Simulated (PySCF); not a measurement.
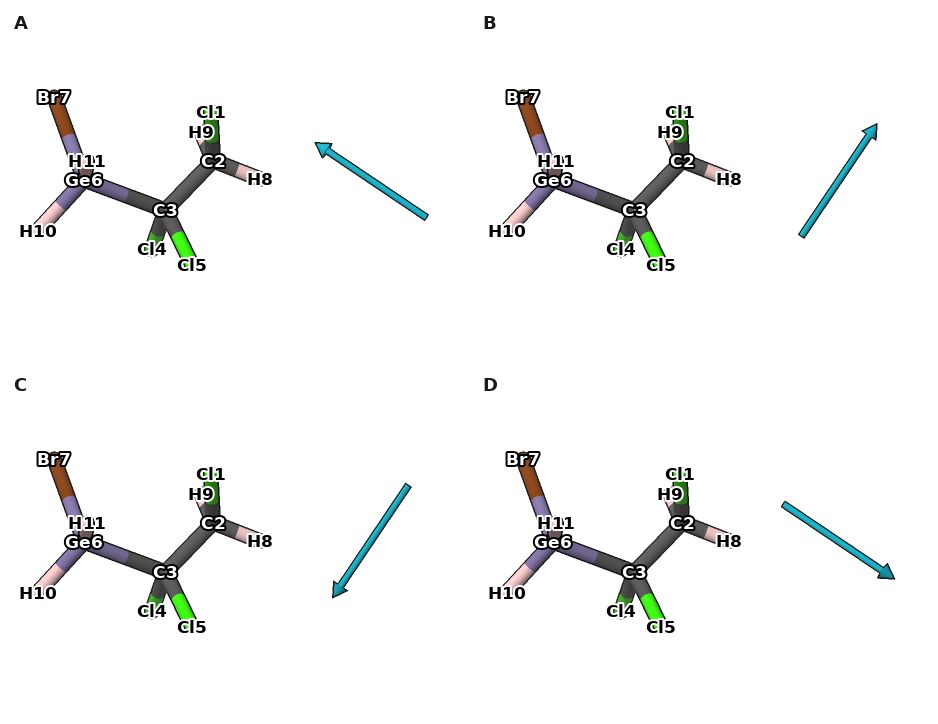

The same molecule four times, each with an arrow. The computed structure is the end point of a GFN2-xTB optimisation. No frequency run is at hand to confirm it as a minimum. Properties computed with CAM-B3LYP/def2-SVPD, gas phase (PySCF 2.14.0).

**Which arrow points along the dipole moment, from the negative to the positive end?**

D. The dipole moment is 0.63 D; it points from the side of Br7 to the side of Cl5, H8 (the outermost atoms at the two ends).

The geometry is semi-empirical. Around Br, Ge such bond lengths and angles can be off by a tenth of an ångström or more and by several degrees, and values that hang on the shape move with them.
